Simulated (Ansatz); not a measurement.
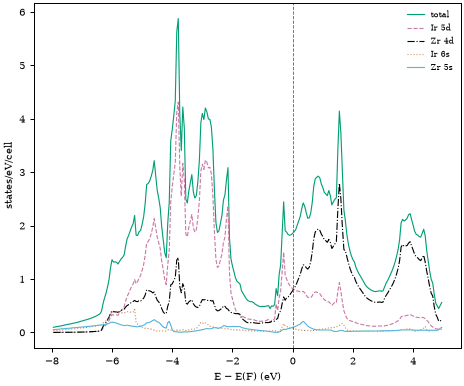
Fig. 1. Total and projected density of states of ZrIr (CsCl type, Pm-3m), LDA in the plane-wave PAW code Ansatz

Problem. Which orbitals carry the states next to the Fermi level?

Solution. Within 0.5 eV of the Fermi level: Ir 5d 44 %, Zr 4d 43 %, Zr 5s 5 %. Projections are on Löwdin-orthogonalised atomic valence shells; empty p or d shells of many metals are not among them.

Problem. Where is the tallest occupied peak in this window, and what makes it?

Solution. Near -3.8 eV, about 5.9 states/eV per cell; the largest projected share is Ir 5d.

The workflow started from a Materials Project entry (that database holds measured and hypothetical structures alike); the Crystallography Open Database files this formula in space group No. 221, but the cells were not matched. Its standing as an ambient phase is unchecked. Symmetry was held in the LDA relaxation. At this level the phase is mechanically unstable. No spin polarisation was allowed. Scalar-relativistic: spin–orbit coupling is off unless named, which matters more the heavier the elements.

Potentials: the later of the program's two PAW sets.
